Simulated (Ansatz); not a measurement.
C2H7BOSe: single-point calculation

System: C2H7BOSe.
Method: RKS PBE0-D4/def2-TZVPP (Ansatz 0.2.0).

The geometry comes from this level: PBE0-D4/def2-TZVP.

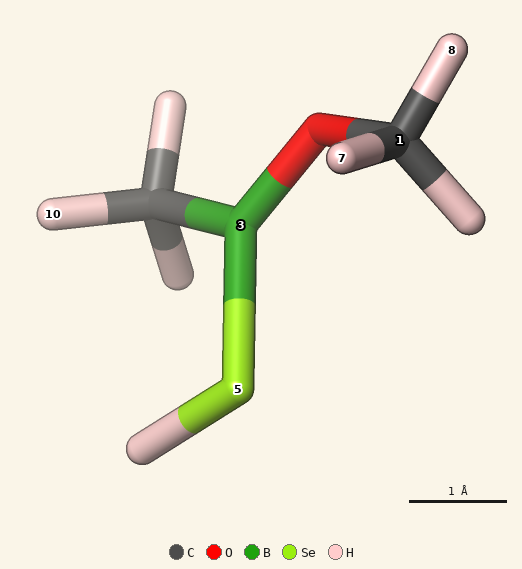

The input geometry (stick view, seen at a tilt; atoms are numbered from 1 in the order of the input). Bond lengths as drawn: B–C 1.56 Å, B–O 1.35 Å, B–Se 1.98 Å, C–H 1.09 Å, C–O 1.41 Å and H–Se 1.47 Å.

Summary

```csv
quantity,value
outcome,converged
total energy,−70251.8373 eV
mean-field energy,−70251.6231 eV
dispersion energy,−0.2142 eV
SCF solution under orbital rotations,stable
HOMO,−7.12 eV
LUMO,0.26 eV
hardware,"4 threads of Arm Neoverse V2, 23 GiB of memory available, shared host"
wall time,3 s (CPU time 12 s)
peak memory,0.76 GiB
```

Input
```yaml
crystal:
  periodic: [false, false, false]
  atoms:
    - {symbol: C, position_ang: [-1.377767, 1.188196, 1.011574]}
    - {symbol: O, position_ang: [-0.709307, -0.036279, 0.792202]}
    - {symbol: B, position_ang: [0.232201, -0.202964, -0.159912]}
    - {symbol: C, position_ang: [0.917927, -1.599062, -0.327559]}
    - {symbol: Se, position_ang: [0.704148, 1.335823, -1.307082]}
    - {symbol: H, position_ang: [-1.931503, 1.495421, 0.119387]}
    - {symbol: H, position_ang: [-0.668774, 1.976745, 1.280919]}
    - {symbol: H, position_ang: [-2.078186, 1.042820, 1.833271]}
    - {symbol: H, position_ang: [0.528567, -2.320090, 0.394161]}
    - {symbol: H, position_ang: [2.000748, -1.524281, -0.191532]}
    - {symbol: H, position_ang: [0.758379, -1.997083, -1.333919]}
    - {symbol: H, position_ang: [1.700566, 0.585753, -2.077509]}
basis:
  gaussian: {orbitals: def2-TZVPP}
hamiltonian: {xc: pbe0, dispersion: d4}
output: {orbitals: {seedname: orbitals}}
```

Launch command:
```bash
ansatz run in.yaml --threads 4 --pin off --events-out ev --progress --plain --max-ram 10444MiB
```

The program's output
```
Functional definition: PBE0
  name "PBE0"
  cite "Adamo & Barone, J. Chem. Phys. 110, 6158 (1999) doi:10.1063/1.478522"
  cite "Perdew, Burke & Ernzerhof, Phys. Rev. Lett. 77, 3865 (1996) doi:10.1103/PhysRevLett.77.3865"
  parent pbe
  parameter a = 0.25
  parameter kappa = 0.804
  parameter beta = 0.06672455060314922
  exchange = (1 - a)*pbe_x(kappa = kappa, mu = beta*pi^2/3) + a*exact_x
  correlation = pbe_c(beta = beta)
1505 factors; their error is unknown
mean field evaluation 1: about -70242.0577 eV, gradient 6.5e1 eV
mean field evaluation 2: about -70234.7563 eV, gradient 8.6e1 eV
mean field evaluation 4: about -70251.1748 eV, gradient 4.6e0 eV
mean field evaluation 8: about -70251.6227 eV, gradient 5.9e-1 eV
mean field evaluation 16: about -70251.6231 eV, gradient 7.2e-5 eV
mean field -70251.62310992 eV, -2581.6995310292 hartree, gradient 7.2e-5 eV, S^2 0.000000; 0 other end points of the search recorded, 0 dependent functions left out
reference -70251.62314310 eV, -2581.6995322485 hartree; 33, 33 occupied and 237, 237 virtual orbitals, 1505 factors
Total energy: -70251.83730217 eV, -2581.7074024491 hartree
```

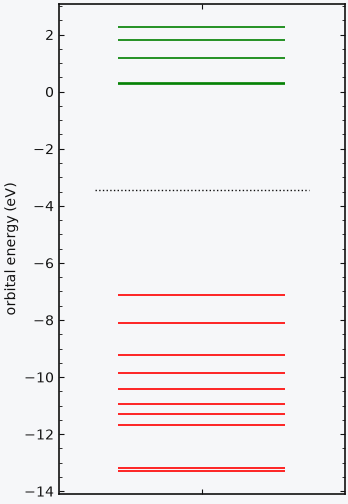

Orbital energies near the frontier; the dotted line parts filled from empty levels, and levels within 0.02 eV of each other stand side by side. Highest filled −7.12 eV, lowest empty 0.26 eV, 7.38 eV apart.
